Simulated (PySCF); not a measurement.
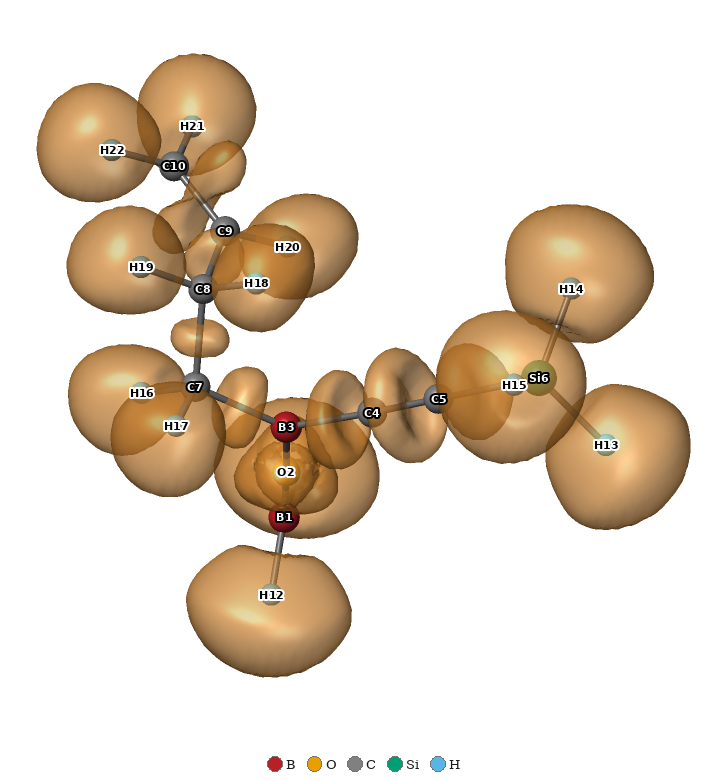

Figure 1: C$_{6}$H$_{12}$B$_{2}$OSi (SMILES BOB(C#C[SiH3])CCC=C). Isosurface of the ELF at 0.8 (orange), seen at a tilt. Core shells and regions of very low density are left out.

Geometry: GFN2-xTB.

The calculation used PySCF 2.14.0, PBE0/pcSseg-1, SCF density, gas phase, non-relativistic.

The calculation's input:

```
{"job": {"kind": "nmr", "xc": "PBE0", "basis": "pcSseg-1"}, "charge": 0, "multiplicity": 1}
B      0.789693    -3.406548     0.631466
O      0.644517    -2.119969     0.634845
B      0.472972    -0.825611     0.662145
C      1.491283     0.115741     0.014648
C      2.263735     0.902769    -0.487923
Si     3.440716     2.111988    -1.239814
C     -0.803897    -0.178084     1.399391
C     -1.524107     0.888401     0.556473
C     -2.070600     0.293523    -0.701035
C     -3.350255     0.256178    -1.020487
H      0.339828    -4.042150    -0.256472
H      1.367835    -3.928595     1.519272
H      4.748586     1.465917    -1.383608
H      2.912267     2.509819    -2.547291
H      3.534206     3.272586    -0.348361
H     -1.522084    -0.952739     1.677901
H     -0.470341     0.295187     2.327156
H     -0.806562     1.671731     0.296530
H     -2.333781     1.339102     1.135027
H     -1.327033    -0.139374    -1.358609
H     -3.701633    -0.189519    -1.935653
H     -4.105756     0.679032    -0.378021
```

Launched as:

```sh
OMP_NUM_THREADS=1 python probes_run.py task.json out
```

Identify the bonds, lone pairs and shells in this picture.

At this value the surface marks out two regions between bonded B–C atoms (shared pairs), four regions between bonded C–C atoms (shared pairs), one region between bonded C–Si atoms (shared pairs), twelve regions around hydrogen nuclei and one region on O in which the atom's valence shell and bonds are merged. Along the contacts the grid gives the following. C–C (1.21 Å): the ELF peaks at about 0.85 between the atoms; a multiple bond. B–O (1.29 Å): the ELF peaks at about 0.90 between the atoms; a short, strongly polar bond.
